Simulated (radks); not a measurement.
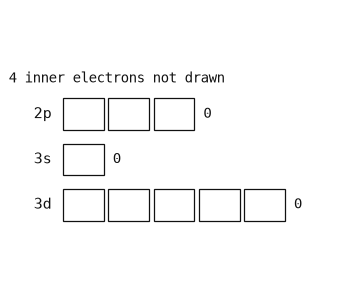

*The outer shells as the input fills them: a box for each of the 2l + 1 orbitals, shaded by the share of the shell that is filled, with the electron count at the right.*

# Run report: Mg⁸⁺, atomic calculation

The magnesium ion Mg⁸⁺ in the configuration [He] 2s2. Computed at this level: non-relativistic Kohn-Sham, PBE, spin-unpolarised, spherical densities, point nucleus (the in-house radial solver radks).

The program's output:
```
1s      1   2.0000         -57.69952814
2s      1   2.0000         -11.35514058
2p      1   0.0000         -10.51745901
3s      1   0.0000          -4.46462446
3d      1   0.0000          -4.01863542
Etot -161.98503978218932
Ekin 161.88580185012705
Encl -341.056765705711
Eh 26.431876841557553
Exc -9.245952768162944
err 1.053949640009482e-10
it 13
```

Orbitals:

```csv
orbital,occupation,energy (eV),⟨r⟩ (bohr),outer maximum (bohr)
1s,2,−1570.1,0.1300,0.0852
2s,2,−308.989,0.5731,0.489
2p,0,−286.195,0.5042,0.399
3s,0,−121.489,1.376,1.31
3d,0,−109.353,1.161,0.991
```

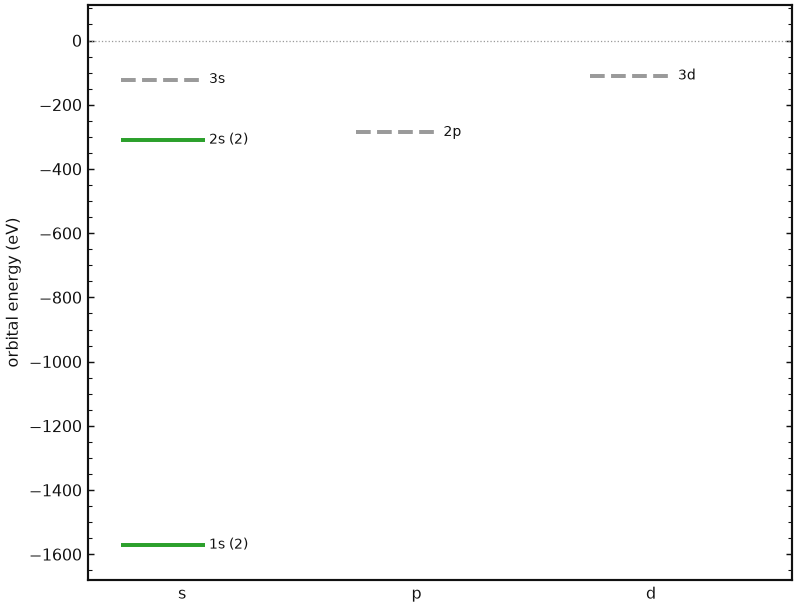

*The outer levels are drawn by angular momentum (occupations in brackets, empty levels dashed).*

The highest occupied level is 2s at −309.0 eV. From the top down the occupied levels run 2s (−309.0 eV), 1s (−1570 eV). The lowest empty level drawn is 2p at −286.2 eV.

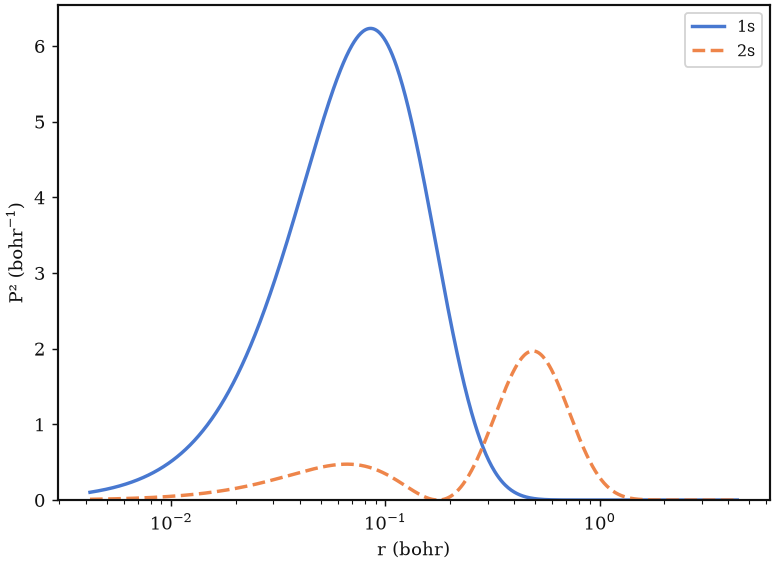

*The radial probability densities P² of 1s and 2s.*

1s: outer maximum at 0.0852 bohr, ⟨r⟩ = 0.130 bohr, 0 nodes, eigenvalue −1570 eV; 2s: outer maximum at 0.489 bohr, ⟨r⟩ = 0.573 bohr, 1 node, eigenvalue −309.0 eV.

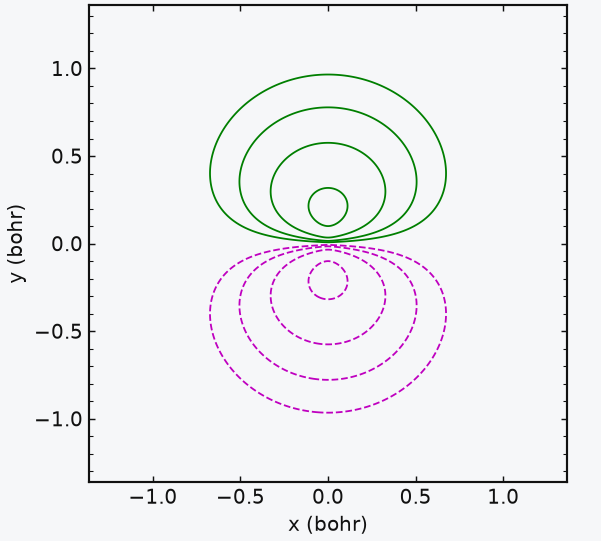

*The 2p(y) orbital. In the xy plane through the nucleus, contours of ψ are drawn, solid for positive and dashed for negative values, each about twice the one before. The radial function comes from the spherical calculation and is multiplied by a real spherical harmonic; the overall sign is chosen so that the largest lobe of P(r) is positive.*

It has the nodal plane xz and no radial node. The maximum of P² lies at 0.399 bohr, ⟨r⟩ = 0.504 bohr, 90 % of the charge lies within 0.814 bohr, and the eigenvalue is −286.2 eV (the orbital is empty).

Input:
```
Z 12
configuration [He] 2s2 2p0 3s0 3d0
relativity non-relativistic
functional pbe,pbe
spin unpolarised
nucleus point
```

Energies in input and log are in hartree, lengths in bohr.

Key numbers:

```
                       quantity                      value
                        outcome                  converged
                   total energy        −161.985040 hartree
                 kinetic energy         161.885802 hartree
        electron–nucleus energy        −341.056766 hartree
                 Hartree energy          26.431877 hartree
    exchange–correlation energy          −9.245953 hartree
radius at density 0.001 e/bohr³                  1.48 bohr
                 SCF iterations                         13
                       hardware  1 CPU thread, shared host
```
